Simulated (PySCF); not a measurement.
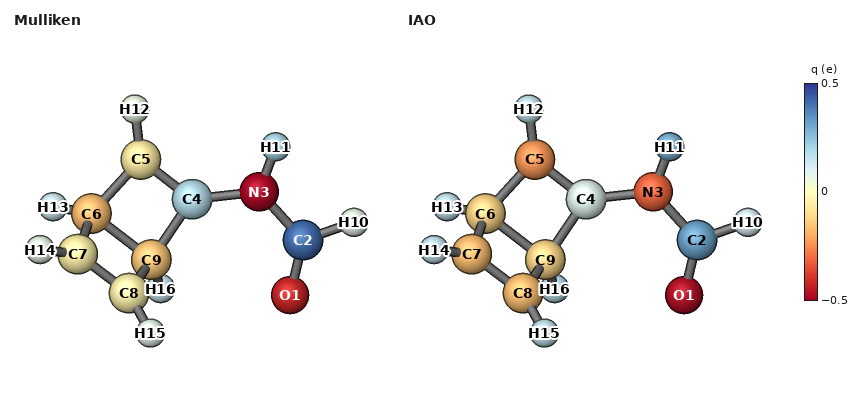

Atomic charges of one calculation by 2 schemes, on one colour scale. The geometry was computed by an optimisation with GFN2-xTB. No frequency run is at hand to confirm it as a minimum. Computed with PBE0/pcSseg-1 (PySCF 2.14.0).

Question: Which scheme gives the most polar picture (largest mean size of the charges)?

Answer: The IAO charges are the largest in size here.

Question: On which atom do the schemes disagree most?

Answer: On N3 (from −0.48 to −0.31 e); C5 (from −0.23 to −0.06 e).

List the charges (e), one line for each set of equivalent atoms.

```
atom  Mulliken    IAO
  O1     −0.41  −0.46
  C2      0.41   0.31
  N3     −0.48  −0.31
  C4      0.18   0.09
  C5     −0.06  −0.23
  C6     −0.16  −0.12
  C7     −0.04  −0.16
  C8     −0.04  −0.16
  C9     −0.14  −0.11
 H10      0.07   0.10
 H11      0.20   0.28
 H12      0.06   0.14
 H13      0.13   0.15
 H14      0.08   0.15
 H15      0.08   0.15
 H16      0.14   0.16
```
